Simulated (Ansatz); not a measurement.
The parent structure is KF in the rock salt structure (space group Fm-3m, No. 225; a = 5.318 Å).

One thing is altered: hydrostatic tension (pressure −1 GPa).

The values are results of Ansatz (a quantum-chemistry and plane-wave program), r2SCAN, PAW, cutoff 500 eV, no SOC, not measurements.

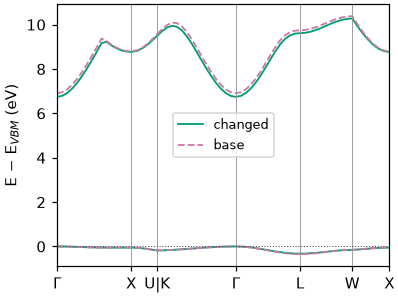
*Highest valence and lowest conduction band along the path, each from its own valence-band maximum*

Problem. From the figure, how large is the changed gap, and is it direct?

Solution. About 6.7 eV, direct at Γ.

Load acts through the strain it causes; cell and atoms are relaxed under it. No phonon test of stability was made.
